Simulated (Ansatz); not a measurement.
**Work function of V(110): what the settings cost and change**

Aim: the work function of V(110) against thickness and vacuum, with the cost.

Program: Ansatz 0.2.0. Level of theory: plane-wave DFT, PBE, Ansatz PAW. Results are calculated unless marked as measured.

## Step 1: Starting point

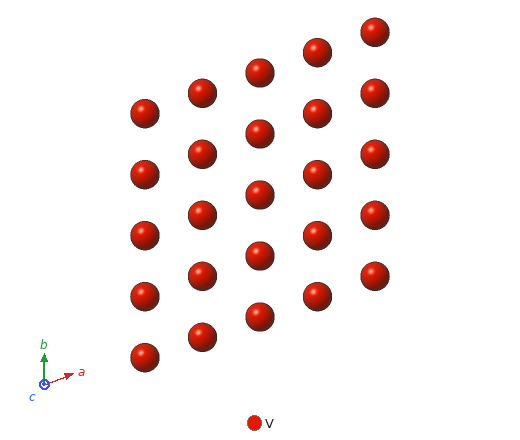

The cell as given, from above (vanadium red). 4×4×1 cells are drawn. Some periodic images of atoms are drawn too.

The cell holds 1 atom: 1 V. Cell: a = 2.615 Å, b = 2.615 Å, c = 18.000 Å, α = 90.0°, β = 90.0°, γ = 70.5°. Vacuum lies along c.

## Step 2: Slab, setting 1 layer

A work function rests on the faint tail of the density, so the SCF threshold is tight. The slab grows from one layer, at fixed mesh and 18 Å of vacuum; then the vacuum is varied on one slab.

Input file input.yaml:

```yaml
crystal:
  lattice:
    - [2.1354624792, -1.51, 0.0]
    - [2.1354624792, 1.51, 0.0]
    - [0.0, 0.0, 18.0]
  atoms:
    - { symbol: V, position: [0.0, 0.0, 0.5] }
kpoints:
  mp_grid: { grid: [16, 16, 1] }
hamiltonian:
  xc: pbe
scf:
  occupations: { method: fermi_dirac, width: 0.1 }
  convergence: { dr2_threshold: 1.0e-09 }
efield:
  axis: 3
  dipole_correction: true
  ramp_position: 0.97
  ramp_width: 0.06
output:
  write_potential: true
  write_density: true
  volumetric_format: npy
  elf: true
```

Started as:

```sh
> ansatz run input.yaml --threads 2 --pin off --max-ram 3072MiB --backend cpu --events-out ev --progress --plain --runs-dir out
```

Numbers of over 12 decimals in the logs are rounded to 6 here.

Output:

```text
Engine: ansatz 0.2.0, aarch64-unknown-linux-gnu
Pseudopotentials: kind: paw
Pseudopotential: V, paw, valence charge 13, recommended cutoff 420 eV (normal), V.paw.azcp
Functional definition: PBE
  parameter kappa = 0.804
  parameter beta = 0.066725
  exchange = pbe_x(kappa = kappa, mu = beta*pi^2/3)
  correlation = pbe_c(beta = beta)
Crystal: 1 atoms, lattice volume = 116.084 Å³
Basis set: ecut = 420 eV, 2247 PW (Γ)
Bands: 11, of which v1, the nominal top of the filled ones, is band 7 counted from 1 (6 counted from 0)
Symmetry: 4 space group operations
k-points: 73 of 256
Non-local potential: V, projectors of the file, l = 0: 3, l = 1: 2, l = 2: 3, l = 3: 1
PAW form: soft (Blöchl's): semilocal exchange-correlation on the pseudo side does not see the compensation charge
PAW one-centre angular grid: V, 590 points (default); XC on 64 Gauss nodes
Initial density: superposition of atomic densities (neutral atoms: chi_scale 0, normalization atom), corrected by the library's trained network
Initial wavefunctions: pseudopotential atomic-orbital guess
Functional: x = pbe(κ = 0.804, μ = 0.219515), c = pbe(β = 0.066725)
SCF iter   1: F=—  HF=-2910.041615 eV  |F-HF|=—  |Δ(HF+E_count)|=         —  Δρ=3.88e-3  dr2=1.48e-2  ethr=1.77e-3  p=0.000 e·Å  D=4.62e-15 V/Å  ΔV_dip=-0.00 eV  dr2_dipole=9.69e-13  V_vac-E_F(+/−)=4.51/4.51 eV  ⟨swp⟩=5.0  Hψ=4718  notcnv=0
efield: sawtooth ramp at fractional position 0.9700 (set: `efield.ramp_position`, or a place that a band, a saddle search or an elastic batch's reference lends), width 0.0600; the density the first Hamiltonian is built on has a dipole p = 0.000 e·Å; the dipole correction subtracts the counter field D = 4.62e-15 V/Å, which shifts the + side's vacuum level by -0.00 eV against the − side's; the planar-averaged density in the ramp window peaks in size at 5.3e-5 e/Å³
preconditioner: auto → LDOS  [metal: Δε(μ)=0.058 eV  Ē_g=3.479 eV  σ=0.100 eV  W_gap=0.14  n_scr=10 (ndim 8)  ℏωp=7.7 eV  f_vac=0.731  D(μ)=2.40/eV (n_scr^D=10)  β→1.0]
SCF iter   2: F=—  HF=-2910.046329 eV  |F-HF|=—  |Δ(HF+E_count)|=   4.71e-3  Δρ=3.62e-3  dr2=8.75e-3  ethr=1.14e-4  p=-0.000 e·Å  D=-5.69e-7 V/Å  ΔV_dip=0.00 eV  dr2_dipole=8.81e-12  V_vac-E_F(+/−)=4.73/4.73 eV  ⟨swp⟩=2.9  Hψ=2185  notcnv=0
SCF iter   3: F=—  HF=-2910.043499 eV  |F-HF|=—  |Δ(HF+E_count)|=   2.83e-3  Δρ=4.58e-4  dr2=1.84e-4  ethr=6.73e-5  p=-0.000 e·Å  D=-6.73e-7 V/Å  ΔV_dip=0.00 eV  dr2_dipole=1.10e-12  V_vac-E_F(+/−)=4.69/4.69 eV  ⟨swp⟩=2.5  Hψ=1371  notcnv=0
SCF iter   4: F=—  HF=-2910.043552 eV  |F-HF|=—  |Δ(HF+E_count)|=   5.33e-5  Δρ=2.34e-4  dr2=6.77e-5  ethr=1.42e-6  p=-0.000 e·Å  D=-4.84e-7 V/Å  ΔV_dip=0.00 eV  dr2_dipole=8.38e-13  V_vac-E_F(+/−)=4.70/4.70 eV  ⟨swp⟩=3.1  Hψ=1557  notcnv=0
SCF iter   5: F=—  HF=-2910.043551 eV  |F-HF|=—  |Δ(HF+E_count)|=   1.32e-6  Δρ=3.89e-5  dr2=2.36e-6  ethr=5.21e-7  p=-0.000 e·Å  D=-3.58e-7 V/Å  ΔV_dip=0.00 eV  dr2_dipole=3.54e-13  V_vac-E_F(+/−)=4.70/4.70 eV  ⟨swp⟩=2.2  Hψ=979  notcnv=0
SCF iter   6: F=—  HF=-2910.043554 eV  |F-HF|=—  |Δ(HF+E_count)|=   3.26e-6  Δρ=1.66e-5  dr2=5.06e-7  ethr=1.82e-8  p=-0.000 e·Å  D=-1.37e-7 V/Å  ΔV_dip=0.00 eV  dr2_dipole=2.35e-14  V_vac-E_F(+/−)=4.70/4.70 eV  ⟨swp⟩=2.1  Hψ=1027  notcnv=0
SCF iter   7: F=—  HF=-2910.043554 eV  |F-HF|=—  |Δ(HF+E_count)|=   3.23e-7  Δρ=6.36e-6  dr2=5.35e-8  ethr=3.89e-9  p=-0.000 e·Å  D=-5.05e-8 V/Å  ΔV_dip=0.00 eV  dr2_dipole=4.43e-15  V_vac-E_F(+/−)=4.70/4.70 eV  ⟨swp⟩=2.0  Hψ=969  notcnv=0
SCF iter   8: F=—  HF=-2910.043554 eV  |F-HF|=—  |Δ(HF+E_count)|=  8.63e-10  Δρ=1.60e-6  dr2=4.07e-9  ethr=4.11e-10  p=-0.000 e·Å  D=-1.87e-8 V/Å  ΔV_dip=0.00 eV  dr2_dipole=1.73e-15  V_vac-E_F(+/−)=4.70/4.70 eV  ⟨swp⟩=1.7  Hψ=923  notcnv=0
SCF iter   9: F=-2910.043554 eV  HF=-2910.043554 eV  |F-HF|=2.60e-10  |Δ(HF+E_count)|=   6.40e-9  Δρ=3.83e-7  dr2=1.34e-10  ethr=7.69e-12  p=0.000 e·Å  D=3.40e-9 V/Å  ΔV_dip=-0.00 eV  dr2_dipole=1.67e-15  V_vac-E_F(+/−)=4.70/4.70 eV  ⟨swp⟩=3.8  Hψ=2490  notcnv=0
SCF 1 converged in 9 iterations: F = -2910.043554 eV  dr2 = 1.34e-10
  greatest PAW one-centre occupation: 0.999 electrons in one spin orbital (limit 2), on the V atom at site 0 (counted from 0), in its partial waves of l = 0
WARN: The output density's exchange-correlation potential varies sharply where the density is thin. Do not read a vacuum level from v_tot or v_xc, or from such a field of the output density. On a cell that repeats whose density bears no net charge and no dipole along the vacuum's axis use v_es (v_loc + v_h of the components); under efield.dipole_correction with no amplitude use v_es + v_field, which holds any externa [...]
SCF converged after 9 iterations
Free energy (F): -2910.043554 eV
Harris-Foulkes:  -2910.043554 eV  (|F-HF|=2.60e-10)
Internal energy: -2909.962518 eV  (E = F + TS)
E sigma→0 (E₀):  -2910.003036 eV
Entropy (-TS):   -0.081036 eV (-81.036 meV/atom)
Fermi energy:    -2.001230 eV
Dipole field:    D = -0.000000 V/Å  (p = -0.000000 e·Å, saw-weighted, corrected)
Work function:   Φ+ = 4.7008 eV   Φ− = 4.7008 eV
Levels:          The Fermi level and band energies are counted from a zero that moves with the ramp; work functions are not
--- Per-component energies (eV) ---
  E_band       = -386.944781
  E_kinetic    = 330.705648
  E_local      = -6962.123263  (includes V_loc(G=0)·N_el)
  E_nonlocal   = -42.558362
  E_hartree    = 3323.245569
  E_xc         = -126.734478
  E_vxc        = -160.302764  (∫ρ·V_xc dr)
  E_paw        = -1113.625073  (= ΣΔE_a)
  E_vpaw       = -199.157218  (= ΣTr[D̂ρ^β])
  E_aug_tail   = 0.000266  (compensation charges beyond the density's cutoff)
  E_efield     = 0.000000  (sawtooth field / dipole correction)
  E_vefield    = 0.000000  (∫n·V_field dr)
  E_ewald      = 1681.127176
  E_smearing   = -0.081036  (= −TS)
  E_closure    = -0.000000  (closes the sum)
  Σ components = -2910.043554   (vs F -2910.043554, Δ=0.00e0)
--- Band table (eV; the first three rows and the last of 73) ---
  k-point 0: bands = [... 3 lower, -39.3744, -6.2961, -2.6258, -2.5951, -1.6286, -0.2694, -0.1843, 0.0987]
  k-point 1: bands = [... 3 lower, -39.3872, -6.1766, -2.6097, -2.5403, -1.7048, -0.1959, -0.1954, 0.1095]
  k-point 2: bands = [... 3 lower, -39.4177, -5.8302, -2.5781, -2.3737, -1.9065, -0.2056, -0.0855, 0.2482]
  k-point 72: bands = [... 3 lower, -39.9081, -4.1552, -2.8642, -1.2568, -0.6177, 1.4877, 1.9757, 6.6320]
```

The job ended after 17 s (2 threads of Arm Neoverse N1, shared host; peak memory 0.44 GiB).

This step gave:

* energy at zero smearing: -2910.0030 eV
* work function, upper face: 4.701 eV

Running mean over 2.135 Å of the planar mean; the ramp of the sawtooth is left out. The electron's electrostatic potential energy less the Fermi level by z:

```tsv
z (Å)	electron's electrostatic potential energy less the Fermi level (eV)
3	4.70
4	4.70
5	4.69
6	4.58
7	3.47
8	-2.95
9	-7.84
10	-2.95
11	3.47
12	4.58
13	4.69
14	4.70
15	4.70
```

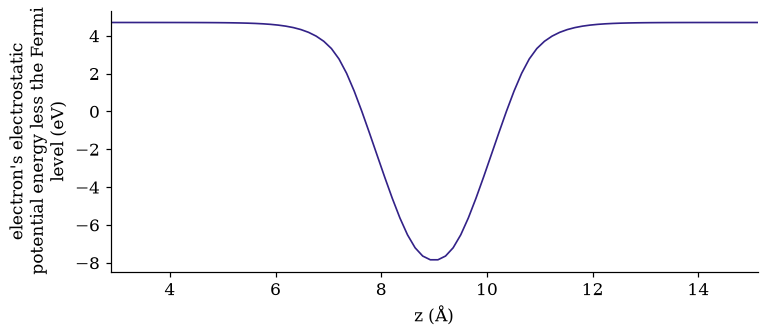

Electron's electrostatic potential energy less the Fermi level against z.

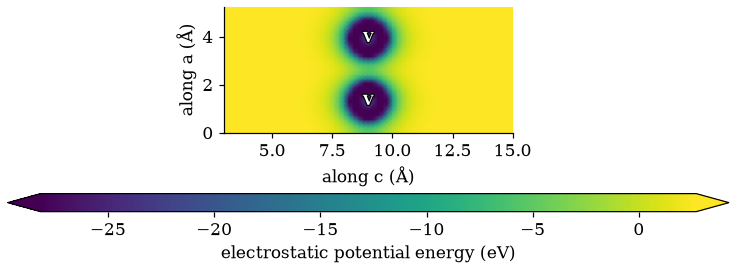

Electrostatic potential energy in the ca plane at fractional y = 0.000, with atoms of V within 0.2 Å of it. With pseudopotentials it is smooth inside the atoms' cores, unlike the true potential. The map starts off the cell's origin, so that atoms lie inside it. The far vacuum is left out of the map.

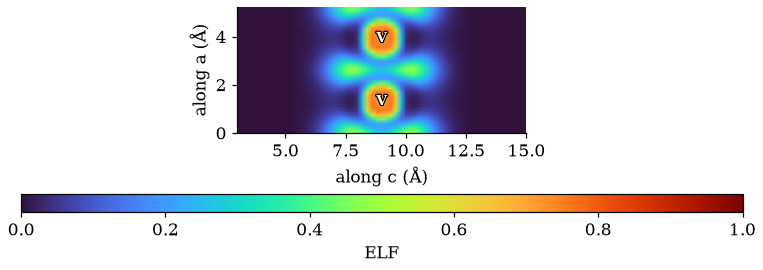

ELF in the ca plane at fractional y = 0.000, with atoms of V within 0.2 Å of it. It is the smooth field of the valence electrons, not physical close to the nuclei. The map starts off the cell's origin, so that atoms lie inside it. The far vacuum is left out of the map.

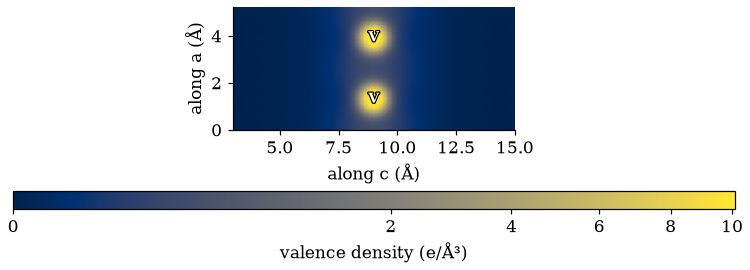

Valence density in the ca plane at fractional y = 0.000, with atoms of V within 0.2 Å of it. It is the smooth field of the valence electrons, not physical close to the nuclei. The map starts off the cell's origin, so that atoms lie inside it. The colour scale is stretched toward low values. The far vacuum is left out of the map.

The work function is 4.701 eV.

## Step 3: Slab, 2 atoms

System of this step: V(110). The cell holds 2 atoms: 2 V. Cell: a = 2.615 Å, b = 2.615 Å, c = 20.135 Å, α = 90.0°, β = 90.0°, γ = 70.5°. Vacuum lies along c.

input.yaml, the sections that differ from step 2:

```yaml
crystal:
  lattice:
    - [2.1354624792, -1.51, 0.0]
    - [2.1354624792, 1.51, 0.0]
    - [0.0, 0.0, 20.1354624792]
  atoms:
    - { symbol: V, position: [0.0, 0.0, 0.4469725992] }
    - { symbol: V, position: [0.5, 0.5, 0.5530274008] }
output:
  write_potential: true
  write_density: true
  volumetric_format: npy
# kpoints, hamiltonian, scf, efield: as in step 2
```

Output:

```text
[...]
Crystal: 2 atoms, lattice volume = 129.856 Å³
Basis set: ecut = 420 eV, 2525 PW (Γ)
Bands: 17, of which v1, the nominal top of the filled ones, is band 13 counted from 1 (12 counted from 0)
Symmetry: 4 space group operations
k-points: 73 of 256
[...]
k-point 0: bands = [... 9 lower, -3.6261, -1.0206, -0.5792, -0.2825, -0.2366, 0.6071, 0.9187, 1.8025]
  k-point 1: bands = [... 9 lower, -3.5172, -1.0076, -0.5941, -0.2843, -0.1753, 0.4651, 0.9585, 1.7686]
  k-point 2: bands = [... 9 lower, -3.2071, -0.9866, -0.6371, -0.3282, -0.0069, 0.1851, 1.0823, 1.7474]
  k-point 72: bands = [... 9 lower, -2.5559, -2.3003, -0.3832, 0.1835, 1.3906, 1.9100, 2.0615, 2.9397]
[key lines of the parts left out:]
SCF converged after 9 iterations
Free energy (F): -5822.755286 eV
Fermi energy:    -0.064691 eV
Dipole field:    D = -0.000001 V/Å  (p = -0.000001 e·Å, saw-weighted, corrected)
Work function:   Φ+ = 4.7155 eV   Φ− = 4.7154 eV
```

Run time: 27 s. Hardware: 2 threads; peak memory 0.45 GiB; 46 s of CPU time.

The work function is 4.716 eV, +0.015 eV from the run “1 layer”, at 1.6 times its CPU time.

## Step 4: Run, 3 atoms

System of this step: V(110). The cell holds 3 atoms: 3 V. Cell: a = 2.615 Å, b = 2.615 Å, c = 22.271 Å, α = 90.0°, β = 90.0°, γ = 70.5°. Vacuum lies along c.

input.yaml, the sections that differ from step 3:

```yaml
crystal:
  lattice:
    - [2.1354624792, -1.51, 0.0]
    - [2.1354624792, 1.51, 0.0]
    - [0.0, 0.0, 22.2709249584]
  atoms:
    - { symbol: V, position: [0.0, 0.0, 0.4041143337] }
    - { symbol: V, position: [0.5, 0.5, 0.5] }
    - { symbol: V, position: [0.0, 0.0, 0.5958856663] }
# kpoints, hamiltonian, scf, efield, output: as in step 3
```

Output:

```text
[...]
Crystal: 3 atoms, lattice volume = 143.627 Å³
Basis set: ecut = 420 eV, 2781 PW (Γ)
Bands: 24, of which v1, the nominal top of the filled ones, is band 20 counted from 1 (19 counted from 0)
Symmetry: 4 space group operations
k-points: 73 of 256
[...]
--- Band table (eV; the first three rows and the last of 73) ---
  k-point 0: bands = [... 16 lower, 0.8780, 1.0494, 1.2040, 1.4567, 1.6170, 2.1586, 2.3354, 3.3119]
  k-point 1: bands = [... 16 lower, 0.8876, 1.0382, 1.1931, 1.4636, 1.6024, 2.1365, 2.2009, 3.2903]
  k-point 2: bands = [... 16 lower, 0.9046, 0.9884, 1.1060, 1.3802, 1.7445, 1.7551, 2.3157, 3.2271]
  k-point 72: bands = [... 16 lower, 0.1311, 0.7637, 2.1929, 2.2527, 2.8988, 3.1799, 4.0028, 4.0805]
[key lines of the parts left out:]
SCF converged after 11 iterations
Free energy (F): -8735.264925 eV
Fermi energy:    1.442495 eV
Dipole field:    D = 0.000000 V/Å  (p = 0.000000 e·Å, saw-weighted, corrected)
Work function:   Φ+ = 4.7864 eV   Φ− = 4.7863 eV
```

Run time: 43 s. Hardware: 2 threads; peak memory 0.51 GiB.

The work function is 4.786 eV, +0.071 eV from the run “2 layers”, at 1.6 times its CPU time.

## Step 5: Slab, 4 atoms

System of this step: V(110). The cell holds 4 atoms: 4 V. Cell: a = 2.615 Å, b = 2.615 Å, c = 24.406 Å, α = 90.0°, β = 90.0°, γ = 70.5°. Vacuum lies along c.

input.yaml, the sections that differ from step 4:

```yaml
crystal:
  lattice:
    - [2.1354624792, -1.51, 0.0]
    - [2.1354624792, 1.51, 0.0]
    - [0.0, 0.0, 24.4063874376]
  atoms:
    - { symbol: V, position: [0.0, 0.0, 0.368755926] }
    - { symbol: V, position: [0.5, 0.5, 0.4562519753] }
    - { symbol: V, position: [0.0, 0.0, 0.5437480247] }
    - { symbol: V, position: [0.5, 0.5, 0.631244074] }
# kpoints, hamiltonian, scf, efield, output: as in step 4
```

Output:

```text
[...]
Crystal: 4 atoms, lattice volume = 157.399 Å³
Basis set: ecut = 420 eV, 3051 PW (Γ)
Bands: 32, of which v1, the nominal top of the filled ones, is band 26 counted from 1 (25 counted from 0)
Symmetry: 4 space group operations
k-points: 73 of 256
[...]
k-point 0: bands = [... 22 lower, 2.3241, 2.4325, 2.5077, 2.8806, 2.9754, 2.9767, 3.3380, 3.7733, ... 2 higher]
  k-point 1: bands = [... 22 lower, 2.3033, 2.4344, 2.5153, 2.8616, 2.8736, 2.9937, 3.3678, 3.5484, ... 2 higher]
  k-point 2: bands = [... 22 lower, 2.2270, 2.3978, 2.5358, 2.6141, 2.7724, 3.0821, 3.1890, 3.4705, ... 2 higher]
  k-point 72: bands = [... 22 lower, 1.9041, 2.0608, 2.8264, 3.8659, 4.1458, 4.2094, 4.5778, 4.6645, ... 2 higher]
[key lines of the parts left out:]
SCF converged after 11 iterations
Free energy (F): -11647.714873 eV
Fermi energy:    2.716890 eV
Dipole field:    D = -0.000003 V/Å  (p = -0.000002 e·Å, saw-weighted, corrected)
Work function:   Φ+ = 4.7886 eV   Φ− = 4.7885 eV
```

It took 64 s on 2 threads; peak memory 0.61 GiB.

The work function is 4.789 eV, +0.002 eV from the run “3 layers”, at 1.5 times its CPU time.

## Step 6: Slab, 5 atoms

System of this step: V(110). The cell holds 5 atoms: 5 V. Its edges and angles: a = 2.615 Å, b = 2.615 Å, c = 26.542 Å, α = 90.0°, β = 90.0°, γ = 70.5°. Vacuum lies along c.

input.yaml, the sections that differ from step 5:

```yaml
crystal:
  lattice:
    - [2.1354624792, -1.51, 0.0]
    - [2.1354624792, 1.51, 0.0]
    - [0.0, 0.0, 26.5418499167]
  atoms:
    - { symbol: V, position: [0.0, 0.0, 0.3390871408] }
    - { symbol: V, position: [0.5, 0.5, 0.4195435704] }
    - { symbol: V, position: [0.0, 0.0, 0.5] }
    - { symbol: V, position: [0.5, 0.5, 0.5804564296] }
    - { symbol: V, position: [0.0, 0.0, 0.6609128592] }
# kpoints, hamiltonian, scf, efield, output: as in step 5
```

Output:

```text
[...]
Crystal: 5 atoms, lattice volume = 171.171 Å³
Basis set: ecut = 420 eV, 3331 PW (Γ)
Bands: 39, of which v1, the nominal top of the filled ones, is band 33 counted from 1 (32 counted from 0)
Symmetry: 4 space group operations
k-points: 73 of 256
[...]
k-point 0: bands = [... 29 lower, 3.4880, 3.6961, 3.9418, 4.0458, 4.1094, 4.2402, 4.3616, 4.8904, ... 2 higher]
  k-point 1: bands = [... 29 lower, 3.4764, 3.7032, 3.8754, 4.0274, 4.0946, 4.1474, 4.3880, 4.7097, ... 2 higher]
  k-point 2: bands = [... 29 lower, 3.4105, 3.6587, 3.7974, 3.8137, 3.9205, 4.2211, 4.3173, 4.4912, ... 2 higher]
  k-point 72: bands = [... 29 lower, 3.5435, 3.5869, 4.5668, 5.1538, 5.3040, 5.3569, 5.7849, 5.8684, ... 2 higher]
[key lines of the parts left out:]
SCF converged after 11 iterations
Free energy (F): -14560.143038 eV
Fermi energy:    3.804925 eV
Dipole field:    D = -0.000000 V/Å  (p = -0.000000 e·Å, saw-weighted, corrected)
Work function:   Φ+ = 4.7715 eV   Φ− = 4.7715 eV
```

Run time: 88 s. Hardware: 2 threads; peak memory 0.71 GiB; 2.6 min of CPU time.

The work function is 4.772 eV, -0.017 eV from the run “4 layers”, at 1.4 times its CPU time.

## Step 7: Slab, 6 atoms

System of this step: V(110). The cell holds 6 atoms: 6 V. Its edges and angles: a = 2.615 Å, b = 2.615 Å, c = 28.677 Å, α = 90.0°, β = 90.0°, γ = 70.5°. Vacuum lies along c.

input.yaml, the sections that differ from step 6:

```yaml
crystal:
  lattice:
    - [2.1354624792, -1.51, 0.0]
    - [2.1354624792, 1.51, 0.0]
    - [0.0, 0.0, 28.6773123959]
  atoms:
    - { symbol: V, position: [0.0, 0.0, 0.3138369411] }
    - { symbol: V, position: [0.5, 0.5, 0.3883021646] }
    - { symbol: V, position: [0.0, 0.0, 0.4627673882] }
    - { symbol: V, position: [0.5, 0.5, 0.5372326118] }
    - { symbol: V, position: [0.0, 0.0, 0.6116978354] }
    - { symbol: V, position: [0.5, 0.5, 0.6861630589] }
# kpoints, hamiltonian, scf, efield, output: as in step 6
```

Output:

```text
[...]
Crystal: 6 atoms, lattice volume = 184.943 Å³
Basis set: ecut = 420 eV, 3557 PW (Γ)
Bands: 47, of which v1, the nominal top of the filled ones, is band 39 counted from 1 (38 counted from 0)
Symmetry: 4 space group operations
k-points: 73 of 256
[...]
k-point 0: bands = [... 35 lower, 4.4390, 4.7300, 4.8170, 4.9076, 5.0059, 5.0636, 5.2355, 5.3118, ... 4 higher]
  k-point 1: bands = [... 35 lower, 4.4405, 4.7124, 4.7324, 4.8578, 4.9863, 5.0894, 5.1541, 5.2592, ... 4 higher]
  k-point 2: bands = [... 35 lower, 4.4466, 4.4935, 4.6523, 4.8091, 4.8359, 4.8694, 5.1577, 5.2729, ... 4 higher]
  k-point 72: bands = [... 35 lower, 4.2310, 4.8170, 5.0047, 5.9871, 6.1454, 6.2041, 6.4022, 6.4606, ... 4 higher]
[key lines of the parts left out:]
SCF converged after 11 iterations
Free energy (F): -17472.575382 eV
Fermi energy:    4.725282 eV
Dipole field:    D = -0.000008 V/Å  (p = -0.000008 e·Å, saw-weighted, corrected)
Work function:   Φ+ = 4.7727 eV   Φ− = 4.7725 eV
```

It took 2 min on 2 threads; peak memory 0.83 GiB.

The work function is 4.773 eV, +0.001 eV from the run “5 layers”, at 1.4 times its CPU time.

(Continued in part 2 of 2.)

[Logs are printed without paths, hosts, clocks, repeated set-up lines and the standing remarks that a program may print on its own settings, such as how far it seeks lower states.]

[Hosts, paths, dates, database ids (printed as entryN), source tags and the programs' standing remarks are cut or masked in the printed files.]

[Maps of the electrostatic potential energy from Ansatz leave out the sawtooth potential of an applied field or a dipole correction, so their vacuum need not be flat; planar profiles and work functions include it.]
